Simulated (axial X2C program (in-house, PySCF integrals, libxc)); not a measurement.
# RuF⁺: from the state search to constants

Aim: find the lowest determinant of RuF⁺, scan the bond at several levels and fit the constants, once spin-free and once with spin–orbit coupling.

Method: all-electron X2C, Ru dyall-cv3z, F dyall-av3z; program: an in-house X2C program for linear molecules on PySCF integrals.

All values are calculated.

## Step 1: Input

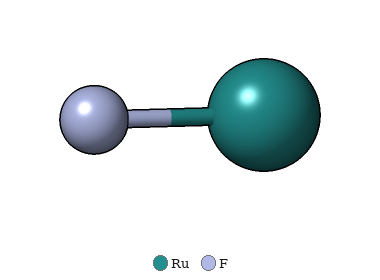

The two atoms at 1.890 Å (ruthenium teal, fluorine light blue).

Input file task.json:

```json
{"zs": [44, 9], "q": 1, "bas": ["dyall-cv3z", "dyall-av3z"], "levels": ["PBE0", "HF", "M06"], "cc": true, "r0": 1.89, "thr": -2.0, "nmax": 90, "npts": 10, "nst": 2, "ntry": 6}
```

Keys: zs atomic numbers; q charge; bas basis sets; levels methods (HF also brings MP2); cc coupled cluster on or off; r0 starting distance in Å; thr threshold in hartree for freezing inner shells (an s shell follows its p shell); nmax most natural virtual spinors; npts points asked for on the curve; nst determinants followed; ntry starts of the search.

The run is started by

```bash
python so2c.py task.json out
```

Spin-free means the one-electron spin-free X2C Hamiltonian; two-component (2c) means X2C with spin–orbit coupling and atomic mean-field two-electron Coulomb and Gaunt terms. Basis: Ru dyall-cv3z contracted to [12s12p8d5f3g], F dyall-av3z contracted to [7s6p3d2f]; Gaussian nuclei, density fitting. Masses: Ru 101.904 u, F 18.998 u.

Notation: σ, π±, δ± give the projection m of an orbital's angular momentum (0, ±1, ±2), α and β its spin, Λ and M_S the sums; ω is the projection of a spinor's total angular momentum and Ω the sum. Logs are in hartree.

The results follow Hamiltonian by Hamiltonian and level by level.

## Step 2: Search for the lowest determinant

PBE0 moves the distance from 1.890 Å to 1.817 Å and compares determinants there.

Spin-free determinants:

```tsv
ΔE (eV)	state	open shells
0.00	M_S = 2, Λ = 2	beyond closed shells: σα, π+α, π-α, δ+α, δ+β, δ-α
0.58	M_S = 2, Λ = 1	beyond closed shells: σα, π+α, π+β, π-α, δ+α, δ-α
1.00	M_S = 1, Λ = 0	beyond closed shells: π+α, π-α
1.03	M_S = 1, Λ = 2	beyond closed shells: σβ, π+α, π-α, δ+α, δ+β, δ-α
1.08	M_S = 1, Λ = 3	beyond closed shells: π+α, π+β, π-α, δ+α, δ+β, δ-α
1.21	M_S = 1, Λ = 1	beyond closed shells: π+α, π-α, π-β, δ+α, δ+β, δ-α
1.22	M_S = 2, Λ = 0	beyond closed shells: π+α, π-α, δ+α, δ-α
```

Two-component determinants:

| ΔE (eV) | state | open shells |
| --- | --- | --- |
| 0.00 | Ω = 4 | excess of +ω over −ω: ω = 3/2, ω = 5/2 |
| 0.64 | Ω = 3 | excess of +ω over −ω: ω = 1/2, ω = 5/2 |
| 0.76 | Ω = 1 | excess of +ω over −ω: ω = -3/2, ω = 5/2 |
| 1.05 | Ω = 3 | excess of +ω over −ω: 2 × ω = -1/2, ω = 3/2, ω = 5/2 |
| 1.12 | Ω = 1 | excess of +ω over −ω: ω = -1/2, ω = 3/2 |
| 1.28 | Ω = 2 | excess of +ω over −ω: ω = -1/2, ω = 5/2 |
| 1.28 | Ω = 1 | excess of +ω over −ω: 2 × ω = 1/2 |

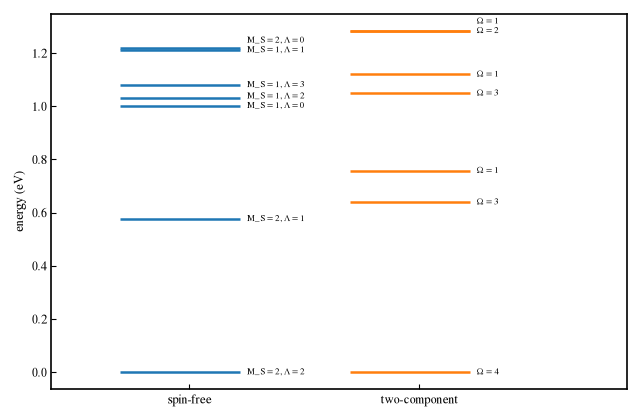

The determinants found, each set from its own lowest.

## Step 3: PBE0, spin-free

State followed: M_S = 2, Λ = 2 (beyond closed shells: σα, π+α, π-α, δ+α, δ+β, δ-α). The scan is laid around 1.817 Å, a first estimate of the minimum, and this SCF restarts from the orbitals of the search.

Output at 1.817 Å:

```text
spin-free X2C-1e  PBE0
basis functions 204  fitting functions 945  grid points 5077
iter        total energy     max residual
   1      -4629.675837684     3.99e-05
   2      -4629.675837589     9.93e-05
   3      -4629.675837733     1.11e-05
   4      -4629.675837736     3.92e-06
   5      -4629.675837738     2.34e-06
converged
one-electron -6599.03007630  Coulomb 1998.67905856  exact exchange -35.57785502  xc functional -109.07672586  nuclear repulsion 115.32976088
```

Along the bond, energies from the lowest point:

```
R (Å)  E (eV)  μ (D)  HOMO (eV)  LUMO (eV)  iterations
1.581  1.2421  -2.96     -14.28     -10.57          13
1.653  0.5171  -3.43     -14.40     -10.60          12
1.708  0.2060  -3.74     -14.44     -10.64          12
1.762  0.0451  -4.03     -14.51     -10.71          12
1.817  0.0000  -4.30     -14.58     -10.78           5
1.881  0.0575  -4.59     -14.68     -10.87          13
1.944  0.2016  -4.87     -14.77     -10.97          13
2.026  0.4728  -5.21     -14.90     -11.09          13
2.126  0.8819  -5.57     -15.03     -11.23          15
2.271  1.5356  -6.00     -15.18     -11.42          16
```

Dipoles are positive if F is the positive end and refer to the centre of mass.

Outer orbitals at the reference distance:

| symmetry | occupied | ε (eV) | atomic character |
| --- | --- | --- | --- |
| σα | yes | -20.56 | 62% F p, 33% Ru d, 3% F s |
| π-α | yes | -19.56 | 57% F p, 40% Ru d |
| π+α | yes | -19.56 | 57% F p, 40% Ru d |
| σβ | yes | -19.06 | 76% F p, 18% Ru d, 3% F s |
| π+β | yes | -17.83 | 80% F p, 14% Ru d, 2% Ru f |
| π-β | yes | -17.83 | 81% F p, 14% Ru d, 2% Ru f |
| δ+α | yes | -17.02 | 100% Ru d |
| δ-α | yes | -17.02 | 100% Ru d |
| π+α | yes | -16.30 | 58% Ru d, 35% F p, 2% Ru f |
| π-α | yes | -16.30 | 58% Ru d, 35% F p, 2% Ru f |
| σα | yes | -15.30 | 55% Ru d, 28% F p, 13% Ru s |
| δ+β | yes | -14.58 | 100% Ru d |
| δ-β | no | -10.78 | 100% Ru d |
| π+β | no | -10.55 | 82% Ru d, 11% F p, 2% Ru p |
| π-β | no | -10.41 | 83% Ru d, 11% F p, 2% F d |
| σβ | no | -10.28 | 58% Ru d, 24% Ru s, 14% F p |

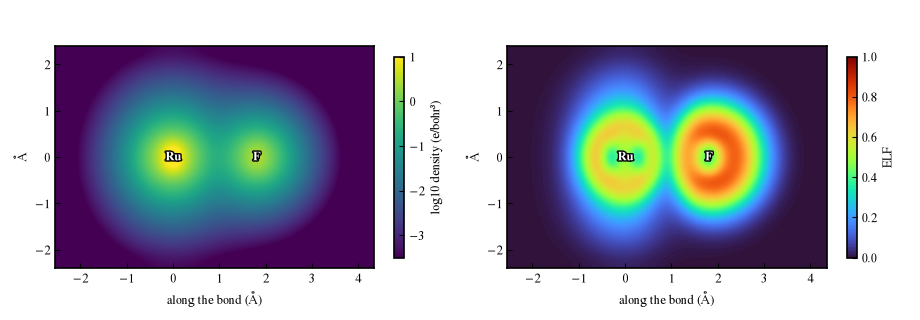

PBE0 fields in a plane through the axis, from a grid of 0.3 Å; Ru lies at z = 0 and F at z = 1.817 Å; the ELF is damped to zero where the density is low.

Re = 1.815 Å, ωe = 713 cm⁻¹, ωexe = 2.84 cm⁻¹, Be = 0.3196 cm⁻¹, De = 3.49 eV, μ = -4.29 D.

## Step 4: HF, spin-free

The SCF at the reference distance of 1.817 Å:

```text
spin-free X2C-1e  HF
basis functions 204  fitting functions 945  grid points 5077
iter        total energy     max residual
   1      -4627.332676956     3.63e-01
   2      -4627.369894713     1.44e-02
   3      -4627.373308522     1.04e-02
   4      -4627.375201682     2.37e-03
   5      -4627.375607552     1.42e-03
   6      -4627.375717480     6.57e-04
   7      -4627.375748686     2.85e-04
   8      -4627.375754299     9.33e-05
   9      -4627.375754875     2.88e-05
  10      -4627.375754897     8.73e-06
  11      -4627.375754901     4.46e-06
  12      -4627.375754901     2.03e-06
converged
one-electron -6598.23252388  Coulomb 1998.02629133  exact exchange -142.49928323  xc functional 0.00000000  nuclear repulsion 115.32976088
```

Re = 1.853 Å, ωe = 704 cm⁻¹, ωexe = 2.51 cm⁻¹, Be = 0.3067 cm⁻¹, De = 1.72 eV, μ = -6.15 D.

## Step 5: M06, spin-free

Output at 1.817 Å:

```text
spin-free X2C-1e  M06
basis functions 204  fitting functions 945  grid points 5077
iter        total energy     max residual
   1      -4630.090590816     2.16e-01
   2      -4630.095319776     7.30e-03
   3      -4630.090758313     1.87e-02
   4      -4630.096126707     8.12e-04
   5      -4630.096141307     5.31e-04
   6      -4630.096144079     1.75e-04
   7      -4630.096144683     2.53e-05
   8      -4630.096144721     1.42e-05
   9      -4630.096144728     5.48e-06
  10      -4630.096144729     9.34e-07
converged
one-electron -6599.03722698  Coulomb 1998.71107951  exact exchange -38.43111574  xc functional -106.66864240  nuclear repulsion 115.32976088
```

Re = 1.825 Å, ωe = 704 cm⁻¹, ωexe = 2.89 cm⁻¹, Be = 0.3162 cm⁻¹, De = 3.41 eV, μ = -4.37 D.

## Step 6: Correlated methods, spin-free

Correlated methods: 14 electrons correlated (frozen shells, counted by type: Ru 4 s, 3 p, 1 d; F 1 s), 290 virtual spinors in MP2, 90 natural virtuals in coupled cluster.

Output of the correlated part at 1.817 Å:

```text
correlated 14  virtual 290  natural virtual 90  E(MP2) -0.439437710  MP2 remainder -0.030625579
iter   CCSD correlation   residual
   1     -0.397368974   1.40e-01
   2     -0.406914663   7.99e-02
   3     -0.410703301   2.52e-02
   4     -0.411064602   1.10e-02
   5     -0.411058749   4.09e-03
   6     -0.411100524   1.67e-03
   7     -0.411106298   7.03e-04
   8     -0.411105752   2.89e-04
   9     -0.411109622   1.45e-04
  10     -0.411106095   6.49e-05
  11     -0.411107324   2.32e-05
  12     -0.411106759   9.79e-06
  13     -0.411106842   4.33e-06
  14     -0.411106773   1.99e-06
  15     -0.411106750   1.00e-06
  16     -0.411106734   4.13e-07
(T) -0.014070347  T1 0.0359  D1 0.0815  max T2 0.035
```

T1 in the output is the amplitude norm over the root of the electron number; divide by √2 for the Lee–Taylor value.

MP2: Re = 1.828 Å, ωe = 708 cm⁻¹, Be = 0.3151 cm⁻¹, De = 3.47 eV.

CCSD: Re = 1.830 Å, ωe = 713 cm⁻¹, ωexe = 2.69 cm⁻¹, Be = 0.3144 cm⁻¹, De = 3.14 eV. T1 at Re = 0.026 (Lee–Taylor, the printed value over √2).

CCSD(T): Re = 1.831 Å, ωe = 708 cm⁻¹, ωexe = 2.55 cm⁻¹, Be = 0.3139 cm⁻¹, De = 3.26 eV. T1 at Re = 0.026 (Lee–Taylor, the printed value over √2).

## Step 7: A higher determinant, spin-free

State: M_S = 2, Λ = 1 (beyond closed shells: σα, π+α, π+β, π-α, δ+α, δ-α).

Output at the reference distance:

```text
spin-free X2C-1e  PBE0
basis functions 204  fitting functions 945  grid points 5077
iter        total energy     max residual
   1      -4629.654654060     1.38e-05
   2      -4629.654654068     1.04e-05
   3      -4629.654654069     7.33e-06
converged
one-electron -6598.51673426  Coulomb 1998.18781100  exact exchange -35.57793537  xc functional -109.07755632  nuclear repulsion 115.32976088
```

```
R (Å)  E above the lowest PBE0 point (eV)
1.581                               2.263
1.653                               1.361
1.708                               0.944
1.762                               0.696
1.817                               0.576
1.881                               0.561
1.944                               0.644
2.026                               0.849
2.126                               1.193
```

Re = 1.857 Å, ωe = 680 cm⁻¹, ωexe = 2.87 cm⁻¹, Be = 0.3054 cm⁻¹, μ = -4.52 D. Te = 0.55 eV.

## Step 8: The spin-free curves together

Energy (eV) of the followed determinant, spin-free, from each level's lowest point:

```
R (Å)   PBE0     HF    MP2   CCSD  CCSD(T)    M06
1.581  1.242  1.684  1.363    n/a      n/a  1.341
1.653  0.517  0.794  0.598  0.629    0.629  0.578
1.708  0.206  0.377  0.257  0.272    0.273  0.243
1.762  0.045  0.127  0.069  0.073    0.075  0.062
1.817  0.000  0.009  0.000  0.000    0.000  0.000
1.881  0.058  0.000  0.036  0.032    0.030  0.041
1.944  0.202  0.095  0.164  0.160    0.154  0.170
2.026  0.473  0.325  0.424  0.421    0.409  0.425
2.126  0.882  0.711  0.832    n/a      n/a  0.816
2.271  1.536  1.381  1.509    n/a      n/a  1.450
```

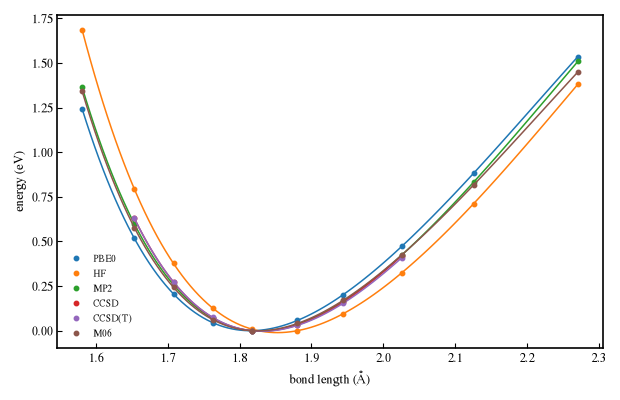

Curves of the followed state, spin-free, each from its own lowest point.

## Step 9: PBE0, 2c

State followed: Ω = 4 (excess of +ω over −ω: ω = 3/2, ω = 5/2). The scan is laid around 1.817 Å, a first estimate of the minimum, and this SCF restarts from the orbitals of the search.

The SCF at the reference distance of 1.817 Å:

```text
two-component X2C + atomic mean field  PBE0
basis functions 204  fitting functions 945  grid points 5077
iter        total energy     max residual
   1      -4627.835227626     2.03e-06
   2      -4627.835227627     2.43e-06
converged
one-electron -6594.07165622  Coulomb 1997.73001892  exact exchange -35.55847393  xc functional -109.01957145  nuclear repulsion 115.32976088  atomic mean-field constant -2.24530582
```

Along the bond, energies from the lowest point:

```
R (Å)  E (eV)  μ (D)  HOMO (eV)  LUMO (eV)  iterations
1.581  1.2444  -2.96     -14.28     -10.45          15
1.653  0.5182  -3.42     -14.51     -10.48          13
1.708  0.2067  -3.73     -14.56     -10.52          12
1.762  0.0454  -4.02     -14.62     -10.59          12
1.817  0.0000  -4.30     -14.70     -10.66           2
1.881  0.0573  -4.59     -14.80     -10.76          13
1.944  0.2011  -4.87     -14.89     -10.91          13
2.026  0.4722  -5.21     -15.02     -11.09          14
2.126  0.8810  -5.57     -15.15     -11.28          15
2.271  1.5346  -6.00     -15.30     -11.48          17
```

Dipoles are positive if F is the positive end and refer to the centre of mass.

Outer spinors at the reference distance:

| ω | occupied | ε (eV) | atomic character | λ mixture |
| --- | --- | --- | --- | --- |
| 1/2 | yes | -20.55 | 62% F p, 33% Ru d, 3% F s | 100% σ |
| -1/2 | yes | -19.58 | 56% F p, 41% Ru d | 99% π, 1% σ |
| 3/2 | yes | -19.51 | 57% F p, 39% Ru d | 100% π |
| -1/2 | yes | -19.05 | 76% F p, 18% Ru d, 2% F s | 99% σ, 1% π |
| 1/2 | yes | -17.85 | 80% F p, 15% Ru d, 2% Ru f | 100% π |
| -3/2 | yes | -17.81 | 80% F p, 15% Ru d, 2% Ru f | 99% π, 1% δ |
| -3/2 | yes | -17.13 | 99% Ru d | 99% δ, 1% π |
| 5/2 | yes | -16.86 | 100% Ru d | 100% δ |
| -1/2 | yes | -16.34 | 57% Ru d, 36% F p, 2% Ru f | 100% π |
| 3/2 | yes | -16.23 | 59% Ru d, 35% F p, 2% Ru f | 99% π, 1% δ |
| 1/2 | yes | -15.29 | 55% Ru d, 29% F p, 12% Ru s | 99% σ, 1% π |
| 3/2 | yes | -14.70 | 100% Ru d | 99% δ, 1% π |
| -5/2 | no | -10.66 | 100% Ru d | 100% δ |
| 1/2 | no | -10.60 | 81% Ru d, 11% F p, 2% Ru p | 98% π, 2% σ |
| -3/2 | no | -10.34 | 83% Ru d, 10% F p, 2% F d | 100% π |
| -1/2 | no | -10.27 | 58% Ru d, 24% Ru s, 13% F p | 100% σ |

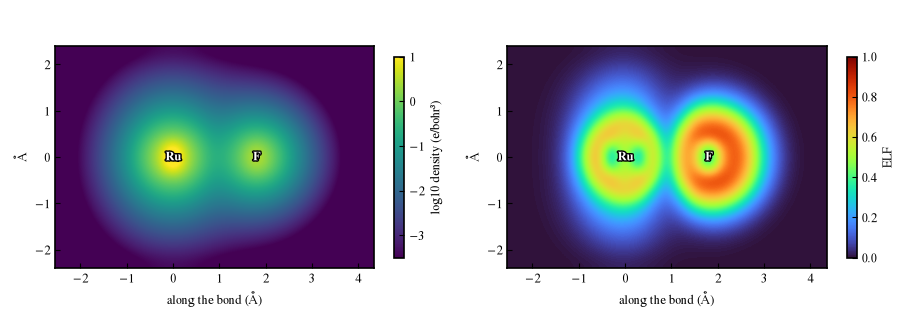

PBE0 fields in a plane through the axis, from a grid of 0.3 Å; Ru lies at z = 0 and F at z = 1.817 Å; the ELF is damped to zero where the density is low.

Re = 1.815 Å, ωe = 713 cm⁻¹, ωexe = 2.84 cm⁻¹, Be = 0.3195 cm⁻¹, De = 3.50 eV, μ = -4.29 D.

## Step 10: HF, 2c

The SCF at the reference distance of 1.817 Å:

```text
two-component X2C + atomic mean field  HF
basis functions 204  fitting functions 945  grid points 5077
iter        total energy     max residual
   1      -4625.491077982     3.64e-01
   2      -4625.528284963     1.44e-02
   3      -4625.531688848     1.03e-02
   4      -4625.533575083     2.34e-03
   5      -4625.533983078     1.40e-03
   6      -4625.534096597     6.45e-04
   7      -4625.534131312     2.90e-04
   8      -4625.534139293     1.67e-04
   9      -4625.534141698     1.61e-04
  10      -4625.534143333     1.49e-04
  11      -4625.534145582     1.22e-04
  12      -4625.534147620     7.41e-05
  13      -4625.534148080     4.79e-05
  14      -4625.534148314     2.31e-05
  15      -4625.534148389     6.37e-06
  16      -4625.534148398     4.12e-06
  17      -4625.534148400     2.81e-06
converged
one-electron -6593.28071953  Coulomb 1997.08343097  exact exchange -142.42131490  xc functional 0.00000000  nuclear repulsion 115.32976088  atomic mean-field constant -2.24530582
```

Re = 1.853 Å, ωe = 704 cm⁻¹, ωexe = 2.5 cm⁻¹, Be = 0.3067 cm⁻¹, De = 1.70 eV, μ = -6.14 D.

## Step 11: M06, 2c

Output at 1.817 Å:

```text
two-component X2C + atomic mean field  M06
basis functions 204  fitting functions 945  grid points 5077
iter        total energy     max residual
   1      -4628.249871358     2.15e-01
   2      -4628.254646365     7.34e-03
   3      -4628.250089189     1.87e-02
   4      -4628.255485346     8.20e-04
   5      -4628.255509019     5.39e-04
   6      -4628.255518314     2.74e-04
   7      -4628.255525314     2.10e-04
   8      -4628.255530272     1.48e-04
   9      -4628.255534210     7.13e-05
  10      -4628.255535318     1.42e-05
  11      -4628.255535384     4.97e-06
  12      -4628.255535387     2.27e-06
  13      -4628.255535388     8.58e-07
converged
one-electron -6594.09240213  Coulomb 1997.77536307  exact exchange -38.41010596  xc functional -106.61284543  nuclear repulsion 115.32976088  atomic mean-field constant -2.24530582
```

Re = 1.825 Å, ωe = 704 cm⁻¹, ωexe = 2.89 cm⁻¹, Be = 0.3162 cm⁻¹, De = 3.41 eV, μ = -4.37 D.

## Step 12: Correlated methods, 2c

Correlated methods: 14 electrons correlated (frozen shells, counted by type: Ru 4 s, 3 p, 1 d; F 1 s), 290 virtual spinors in MP2, 90 natural virtuals in coupled cluster.

Output of the correlated part at 1.817 Å:

```text
correlated 14  virtual 290  natural virtual 90  E(MP2) -0.439573293  MP2 remainder -0.030582817
iter   CCSD correlation   residual
   1     -0.397562003   1.40e-01
   2     -0.407101379   7.98e-02
   3     -0.410893190   2.52e-02
   4     -0.411256979   1.11e-02
   5     -0.411254449   4.26e-03
   6     -0.411299302   1.90e-03
   7     -0.411307201   1.00e-03
   8     -0.411309695   6.21e-04
   9     -0.411315216   4.43e-04
  10     -0.411309259   3.02e-04
  11     -0.411313691   1.79e-04
  12     -0.411310453   9.52e-05
  13     -0.411312201   4.89e-05
  14     -0.411311740   2.76e-05
  15     -0.411312023   1.57e-05
  16     -0.411311978   9.30e-06
  17     -0.411311949   5.28e-06
  18     -0.411311955   3.01e-06
(T) -0.014063774  T1 0.0360  D1 0.0833  max T2 0.034
```

MP2: Re = 1.828 Å, ωe = 708 cm⁻¹, Be = 0.3151 cm⁻¹, De = 3.45 eV.

CCSD: Re = 1.830 Å, ωe = 714 cm⁻¹, ωexe = 2.75 cm⁻¹, Be = 0.3144 cm⁻¹, De = 3.12 eV. T1 at Re = 0.026 (Lee–Taylor, the printed value over √2).

CCSD(T): Re = 1.831 Å, ωe = 709 cm⁻¹, ωexe = 2.59 cm⁻¹, Be = 0.3139 cm⁻¹, De = 3.24 eV. T1 at Re = 0.026 (Lee–Taylor, the printed value over √2).

## Step 13: A higher determinant, 2c

State: Ω = 3 (excess of +ω over −ω: ω = 1/2, ω = 5/2).

Output at the reference distance:

```text
two-component X2C + atomic mean field  PBE0
basis functions 204  fitting functions 945  grid points 5077
iter        total energy     max residual
   1      -4627.811742284     4.63e-06
   2      -4627.811742286     4.56e-06
   3      -4627.811742287     2.99e-06
converged
one-electron -6593.51143912  Coulomb 1997.19221324  exact exchange -35.55812167  xc functional -109.01884980  nuclear repulsion 115.32976088  atomic mean-field constant -2.24530582
```

```
R (Å)  E above the lowest PBE0 point (eV)
1.581                               2.312
1.653                               1.417
1.708                               1.003
1.762                               0.757
1.817                               0.639
1.881                               0.625
1.944                               0.709
2.026                               0.915
2.126                               1.260
```

Re = 1.856 Å, ωe = 680 cm⁻¹, ωexe = 2.86 cm⁻¹, Be = 0.3057 cm⁻¹, μ = -4.51 D. Te = 0.62 eV.

## Step 14: The 2c curves together

Energy (eV) of the followed determinant, 2c, from each level's lowest point:

```
R (Å)   PBE0     HF    MP2   CCSD  CCSD(T)    M06
1.581  1.244  1.683  1.364    n/a      n/a  1.341
1.653  0.518  0.792  0.598  0.630    0.631  0.577
1.708  0.207  0.376  0.256  0.273    0.274  0.243
1.762  0.045  0.126  0.068  0.074    0.075  0.062
1.817  0.000  0.009  0.000  0.000    0.000  0.000
1.881  0.057  0.000  0.036  0.032    0.030  0.041
1.944  0.201  0.095  0.165  0.160    0.154  0.170
2.026  0.472  0.325  0.425  0.421    0.409  0.425
2.126  0.881  0.712  0.833    n/a      n/a  0.816
2.271  1.535  1.381  1.509    n/a      n/a  1.450
```

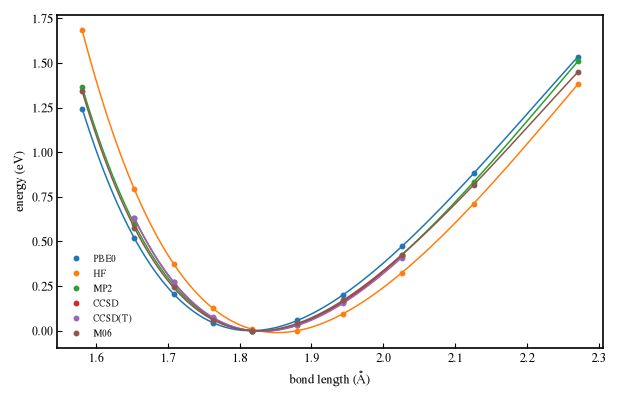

Curves of the followed state, 2c, each from its own lowest point.

The whole job took 3.3 min on 1 thread of Arm Neoverse V2, shared host.

## Step 15: Constants

Lowest determinant that the search found at its distance, spin-free: M_S = 2, Λ = 2 (beyond closed shells: σα, π+α, π-α, δ+α, δ+β, δ-α).

Lowest determinant that the search found at its distance, 2c: Ω = 4 (excess of +ω over −ω: ω = 3/2, ω = 5/2).

```
Hamiltonian    level  Re (Å)  ωe (cm⁻¹)  De (eV)  μ (D)
  spin-free     PBE0   1.815        713     3.49  -4.29
  spin-free       HF   1.853        704     1.72  -6.15
  spin-free      MP2   1.828        708     3.47    n/a
  spin-free     CCSD   1.830        713     3.14    n/a
  spin-free  CCSD(T)   1.831        708     3.26    n/a
  spin-free      M06   1.825        704     3.41  -4.37
         2c     PBE0   1.815        713     3.50  -4.29
         2c       HF   1.853        704     1.70  -6.14
         2c      MP2   1.828        708     3.45    n/a
         2c     CCSD   1.830        714     3.12    n/a
         2c  CCSD(T)   1.831        709     3.24    n/a
         2c      M06   1.825        704     3.41  -4.37
```

Dipoles are positive if F is the positive end and refer to the centre of mass.

Time per point (s) on 1 thread of Arm Neoverse V2, shared host (2c runs; CCSD comes with the CCSD(T) run); the times are rough: PBE0 0.59, HF 0.52, MP2 0.84, CCSD(T) 6.1, M06 1.

At CCSD(T), going from spin-free to two-component changes Re by 0 mÅ, ωe by +0.1 %, which is small (part of it comes from the scalar share of the two-electron terms). De moves by -0.02 eV; both De rest on single-determinant atoms, which can miss part of an open shell's spin–orbit lowering.

De refers to Ru+ + F, each in the lowest determinant found, which need not be this curve's own limit. Each curve is one determinant whose occupation by symmetry is held fixed; it was picked as the lowest of a PBE0 search that is not exhaustive. Dissociation energies refer to the lowest single-determinant-based atoms at the same level and basis. Density functionals use the spin component along the axis (collinear). CCSD and (T) use frozen natural virtuals with an MP2 correction for the truncation. The meta-GGAs lack a current-density term, which matters for open shells with orbital currents, atoms included. With several unpaired electrons one determinant need not be a pure state. T1 at Re is 0.026 (Lee–Taylor), above the customary mark of 0.02.
